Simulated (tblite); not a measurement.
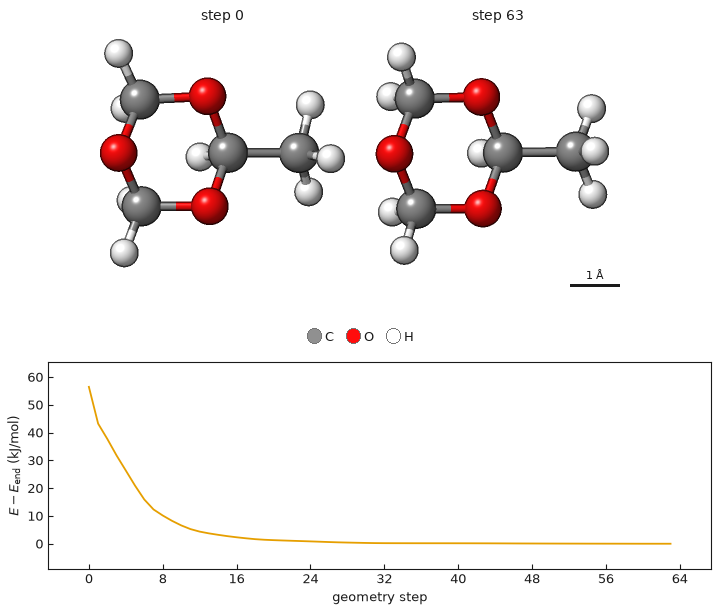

First and last geometry of a relaxation of C$_{4}$H$_{8}$O$_{3}$, with the history of the run. The picture is a ball-and-stick view, seen at a tilt.

Computed with tblite 0.8.0, GFN2-xTB geometry optimisation, gas phase. 

What do the curves and the structures tell?

Answer. It converged. The largest move after the best rigid fit is that of an H atom, 0.38 Å. By element the largest moves are H 0.38 Å, O 0.31 Å, C 0.21 Å. Near-neighbour distances that change, for instance: C–H 1.126 → 1.091 Å, C–O 1.420 → 1.396 Å, C–H 1.108 → 1.085 Å, C–H 1.099 → 1.112 Å. Among the angles between lasting bonds that change: C–O–C 102.7° → 110.8°, C–O–C 104.8° → 110.8°, O–C–H 113.2° → 107.5°. Over 63 geometry steps the energy falls by 56.5 kJ/mol.

| step | E − E(0), kJ/mol |
| --- | --- |
| 0 | 0.00 |
| 1 | -13.23 |
| 2 | -18.77 |
| 3 | -24.70 |
| 4 | -30.11 |
| 5 | -35.56 |
| 6 | -40.53 |
| 7 | -44.12 |
| 8 | -46.30 |
| 9 | -48.21 |
| 10 | -49.86 |
| 13 | -52.73 |
| 16 | -54.14 |
| 18 | -54.81 |
| 21 | -55.29 |
| 24 | -55.61 |
| 27 | -55.96 |
| 30 | -56.18 |
| 32 | -56.25 |
| 35 | -56.28 |
| 38 | -56.28 |
| 41 | -56.30 |
| 43 | -56.31 |
| 46 | -56.35 |
| 49 | -56.39 |
| 52 | -56.41 |
| 55 | -56.43 |
| 57 | -56.44 |
| 60 | -56.45 |
| 63 | -56.46 |
